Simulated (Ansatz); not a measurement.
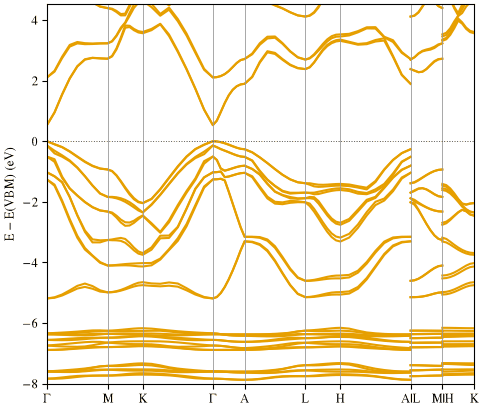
Figure. Band structure from PBEsol with spin–orbit coupling (plane waves, PAW; program Ansatz)

Question: Read off the gap and where the band edges lie.

Answer: About 0.5 eV (0.53 eV by a search for the band edges); maximum at Γ, minimum at Γ.

The material is ZnCdSe$_{2}$ in space group P3m1 (No. 156; Zn on 1a, Cd on 1c, Se on 1c, Se on 1a).

The first step of the workflow began from a Materials Project structure, measured or hypothetical; the Crystallography Open Database copy checked does not list it. Whether it is the stable phase at ambient conditions was not checked. The PBEsol relaxation kept the symmetry of its start; of distortions, only those at the zone centre were tested.

Potentials: the later of the program's two PAW sets.
